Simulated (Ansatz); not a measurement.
# A hypothetical structure for TiVSi2Ge2, part 2 of 2

Starting from a made-up structure for TiVSi2Ge2, the aim is the relaxed cell, its shortest contacts and, where a second run follows, its electronic structure.

Ansatz 0.2.0; DFT, PBEsol, plane-wave PAW, files of the set soft_1, scalar-relativistic, ferromagnetic start, cell and ions relaxed at zero pressure; PAW set soft_1 (the session's first sound run).

So far: The structure; Relaxation of the guess. The relaxed cell has a, b, c = 3.642, 3.536, 13.334 Å (conventional setting).

### 3. Bands of the relaxed cell

A second self-consistent run takes a narrower smearing and the mesh shown in its input; the bands follow along the standard path of the relaxed lattice.

This step: DFT, PBEsol, plane-wave PAW, files of the set soft_1, scalar-relativistic, no spin, bands and density of states at the relaxed cell; PAW set soft_1 (Ansatz 0.2.0).

input.yaml

```yaml
crystal:
  lattice:
    - [3.6423854443, 0.0, 0.0]
    - [0.0, 1.7680126575, 6.6670298219]
    - [0.0, -1.7680126575, 6.6670298219]
  atoms:
    - { symbol: Ge, position: [0.5, 0.7471557584, 0.7471557584] }
    - { symbol: Ge, position: [0.0, 0.2463420807, 0.2463420807] }
    - { symbol: V, position: [0.5, 0.0991696881, 0.0991696881] }
    - { symbol: Ti, position: [0.0, 0.8994665389, 0.8994665389] }
    - { symbol: Si, position: [0.5, 0.4450304482, 0.4450304482] }
    - { symbol: Si, position: [0.0, 0.5601354857, 0.5601354857] }
kpoints:
  mp_grid: { grid: [8, 10, 10] }
  band_path:
    path:
      - [[0.0, 0.0, 0.0], [0.0, 0.2675811, -0.2675811], [0.0, 0.0, -0.5], [-0.5, 0.0, -0.5], [-0.5, 0.2675811, -0.2675811], [-0.5, 0.0, 0.0], [0.0, 0.0, 0.0], [0.0, -0.5, -0.5], [0.0, -0.2675811, -0.7324189], [-0.5, -0.2675811, -0.7324189], [-0.5, -0.5, -0.5], [0.0, -0.5, -0.5]]
      - [[-0.5, 0.0, 0.0], [-0.5, -0.5, -0.5]]
    npoints: 6
scf:
  occupations: { method: fermi_dirac, width: 0.03 }
  n_extra_bands: 10
hamiltonian:
  xc: pbesol
  pseudopotentials: { kind: paw, azcp: { folder: soft_1 }, xc_functional: pbe }
output:
  forces: true
  stress: true
  write_bands: true
  dos: { projected: true }
  write_density: true
  write_potential: true
  elf: true
  volumetric_format: npy
```

Started as:

```console
$ ansatz run input.yaml --threads 4 --pin off --max-ram 10240MiB --backend cpu --events-out ev --progress --plain --runs-dir out
```

Numbers of over 12 decimals in the logs are rounded to 6 here.

Log:

```text
[...]
Crystal: 6 atoms, lattice volume = 85.868 Å³
Basis set: ecut = 420 eV, 1671 PW (Γ), exchange–correlation on 50×96×96 points (8 copies of the dense FFT grid, shifted against one another)
Bands: 41, of which v1, the nominal top of the filled ones, is band 31 counted from 1 (30 counted from 0)
Symmetry: 4 space group operations
[...]
k-points: 155 of 800 (time reversal used)
[...]
SCF iter   1: F=—  HF=-15114.058509 eV  |F-HF|=—  |Δ(HF+E_count)|=         —  Δρ=7.39e-2  dr2=1.73e1  ethr=3.10e-3  ⟨swp⟩=6.2  Hψ=25548  notcnv=0
[...]
SCF iter  10: F=-15111.417531 eV  HF=-15111.417531 eV  |F-HF|=1.25e-8  |Δ(HF+E_count)|=   1.23e-7  Δρ=4.10e-6  dr2=1.73e-8  ethr=1.56e-10  ⟨swp⟩=7.2  Hψ=32810  notcnv=0
SCF 1 converged in 10 iterations: F = -15111.417531 eV  dr2 = 1.73e-8
[...]
NSCF: frozen V_eff on 74 k-points
SCF converged after 10 iterations
Free energy (F): -15111.417531 eV
[...]
Internal energy: -15111.406667 eV  (E = F + TS)
E sigma→0 (E₀):  -15111.412099 eV
Entropy (-TS):   -0.010864 eV (-1.811 meV/atom)
Fermi energy:    14.442837 eV
[...]
--- Forces (eV/Å), atoms counted from 1 ---
  atom   1  Ge     0.00000000     0.00000000     0.00705793
  atom   2  Ge     0.00000000     0.00000000     0.00665982
  atom   3  V      0.00000000     0.00000000     0.00939504
  atom   4  Ti     0.00000000     0.00000000    -0.00401592
  atom   5  Si     0.00000000     0.00000000     0.00380266
  atom   6  Si     0.00000000     0.00000000    -0.02286122
  max |Σ_I F_I| component: 3.83e-5 eV/Å
--- Stress (GPa, compression-positive) ---
       -0.046241       0.000000       0.000000
        0.000000      -0.114917       0.000000
        0.000000       0.000000      -0.069486
  P = ⅓ Tr σ = -0.0769 GPa (-0.769 kbar)
--- Band table (eV; the first three rows and the last of 155) ---
  k-point 0: bands = [... 27 lower, 12.0574, 12.2130, 13.9454, 13.9722, 14.9057, 14.9828, 15.5516, 16.1503, ... 6 higher]
  k-point 1: bands = [... 27 lower, 12.3843, 12.5916, 13.9676, 14.1891, 14.7043, 14.9319, 15.3446, 15.9050, ... 6 higher]
  k-point 2: bands = [... 27 lower, 12.6347, 13.0120, 13.7069, 14.4918, 14.4998, 14.9920, 15.0806, 15.6135, ... 6 higher]
  k-point 154: bands = [... 27 lower, 12.2975, 13.2053, 13.6866, 14.4283, 14.7157, 14.7784, 15.7826, 16.0176, ... 6 higher]
```

Wall time 35 s (4 threads of Arm Neoverse V1, shared host); peak memory 0.74 GiB.

Reading the cycles: dr2 is the Hartree energy of the density residual (eV), the measure of convergence; HF is the Harris–Foulkes estimate of the energy, which meets the free energy F at convergence.

Numbers from this step:

| Item | Value |
| --- | --- |
| free energy | -15111.4175 eV |
| energy at zero smearing | -15111.4121 eV |
| smearing term TS | 0.01086 eV |
| Fermi energy | 14.44 eV |
| pressure | -0.07688 GPa |

bands.tsv at the labelled points (eV, zero at the Fermi level; the bands that come nearest the Fermi level along the path):

| point | band 27 | band 28 | band 29 | band 30 | band 31 | band 32 | band 33 | band 34 |
| --- | --- | --- | --- | --- | --- | --- | --- | --- |
| Γ | -2.42 | -2.39 | -2.23 | -0.50 | -0.47 | 0.46 | 0.54 | 1.11 |
| X | -2.03 | -1.35 | -1.15 | -1.01 | -0.44 | 0.30 | 0.65 | 1.22 |
| S | -1.97 | -1.54 | -1.11 | -0.93 | -0.58 | 0.40 | 0.56 | 0.83 |
| R | -3.42 | -3.25 | -2.79 | -2.76 | 0.46 | 0.57 | 1.41 | 1.67 |
| A | -3.64 | -3.40 | -2.67 | -2.64 | 0.46 | 0.60 | 1.42 | 1.68 |
| Z | -1.91 | -1.76 | -0.38 | -0.05 | 0.30 | 0.81 | 0.89 | 1.26 |
| Γ | -2.42 | -2.39 | -2.23 | -0.50 | -0.47 | 0.46 | 0.54 | 1.11 |
| Y | -2.92 | -2.28 | -1.39 | -0.48 | 0.06 | 0.22 | 0.26 | 0.56 |
| X1 | -2.03 | -1.35 | -1.15 | -1.01 | -0.44 | 0.30 | 0.65 | 1.22 |
| A1 | -3.64 | -3.40 | -2.67 | -2.64 | 0.46 | 0.60 | 1.42 | 1.68 |
| T | -2.52 | -2.15 | -1.24 | -0.76 | -0.01 | 0.27 | 0.34 | 1.34 |
| Y | -2.92 | -2.28 | -1.39 | -0.48 | 0.06 | 0.22 | 0.26 | 0.56 |
| Z | -1.91 | -1.76 | -0.38 | -0.05 | 0.30 | 0.81 | 0.89 | 1.26 |
| T | -2.52 | -2.15 | -1.24 | -0.76 | -0.01 | 0.27 | 0.34 | 1.34 |

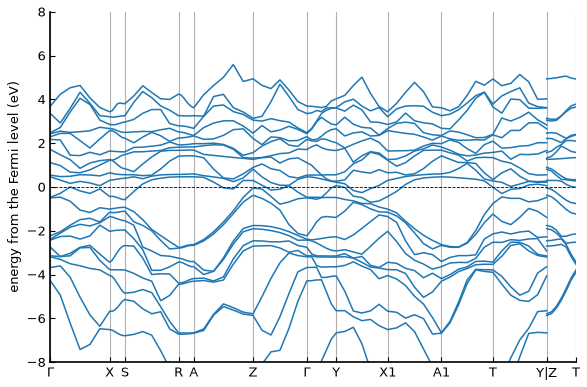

Bands along the path. 20 bands lie wholly below the window drawn.

Counts of states for the cell as run, both spins, by energy window (eV from the Fermi level):

```
from  to  total
  -8  -7   1.02
  -7  -6   1.22
  -6  -5   1.98
  -5  -4   2.40
  -4  -3   3.45
  -3  -2   4.00
  -2  -1   2.95
  -1   0   1.93
   0   1   5.20
   1   2   5.50
   2   3   4.29
```

A further 42.0 states lie below the table's range.

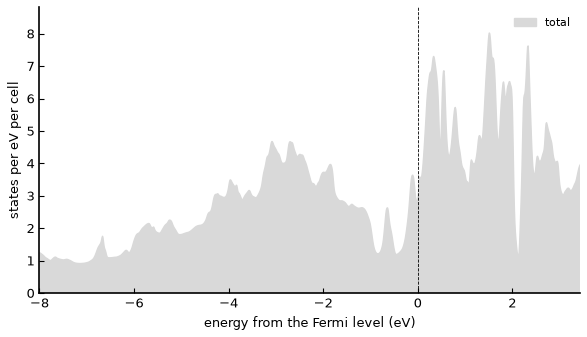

Total density of states, smoothed over about 0.04 eV.

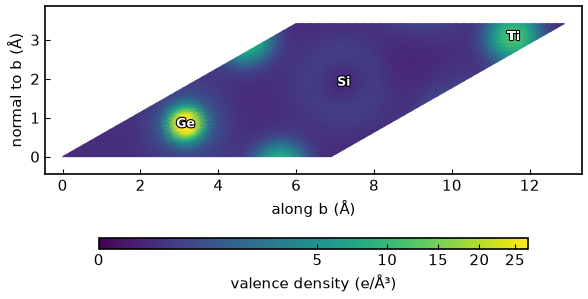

Valence density in the bc plane of the cell as run, not the conventional one, at fractional x = 0.000, with atoms of Ge and Ti and Si within 0.2 Å of it. It is the smooth field of the valence electrons, not physical close to the nuclei. The colour scale is stretched toward low values.

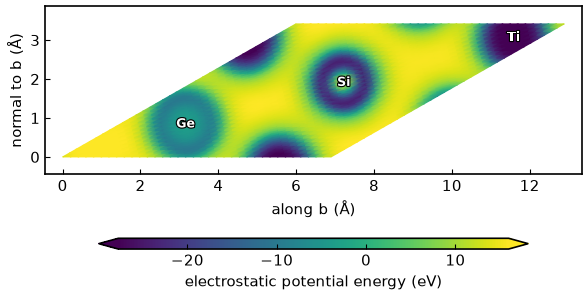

Electrostatic potential energy in the bc plane of the cell as run, not the conventional one, at fractional x = 0.000, with atoms of Ge and Ti and Si within 0.2 Å of it. With pseudopotentials it is smooth inside the atoms' cores, unlike the true potential.

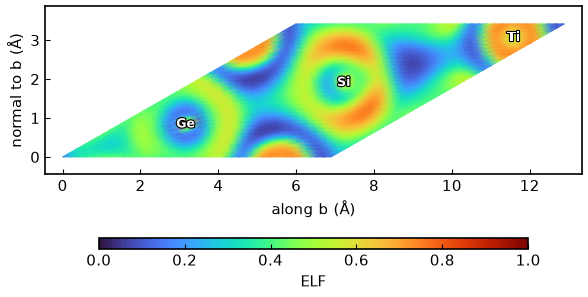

ELF in the bc plane of the cell as run, not the conventional one, at fractional x = 0.000, with atoms of Ge and Ti and Si within 0.2 Å of it. It is the smooth field of the valence electrons, not physical close to the nuclei.

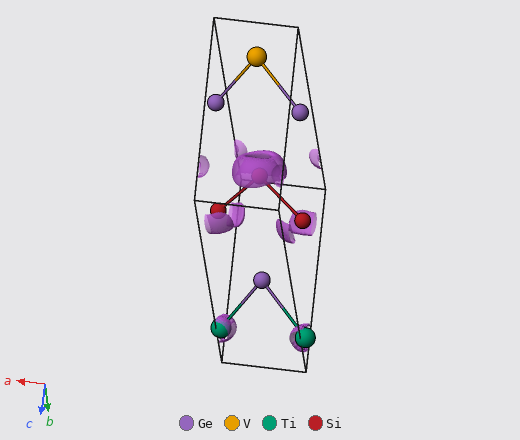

Surface of ELF = 0.72. Drawn on the cell as run, not the conventional one.

### 4. What came out

```
space group, relaxed : Amm2
conventional cell    : a = 3.642, b = 3.536, c = 13.334 Å; α = 90.0°, β = 90.0°, γ = 90.0°
volume per atom      : 14.31 Å³ (guess 14.88)
total moment         : 0.00 μB in the cell of 6 atoms
```

What this shows: TiVSi2Ge2 relaxes to Amm2 with a = 3.642, b = 3.536 and c = 13.334 Å. The guessed volume was 4 % too large. The space group Amm2 was held in the relaxation, so the end point is a stationary structure within it and may be a saddle against distortions or other arrangements. The moments died out from this one start and weren't seeded again at the relaxed cell. Bands cross the Fermi level, so it is a metal or semimetal at this level. The electron count is odd, which forces that without spin polarisation or a larger cell. On the 8×10×10 mesh with the narrower smearing (relaxed on 8×8×8) the largest force component is 0.023 eV/Å and the largest stress component is 0.115 GPa, against the relaxation's thresholds of 0.015 eV/Å and 0.05 GPa. The cutoff wasn't tested. No dispersion term is used, so weakly bound directions may come out too long. Nothing here tests whether the compound is stable against decomposition.

[Logs are printed without paths, hosts, clocks, repeated set-up lines and the standing remarks that a program may print on its own settings, such as how far it seeks lower states.]

[Hosts, paths, dates, database ids (printed as entryN), source tags and the programs' standing remarks are cut or masked in the printed files.]
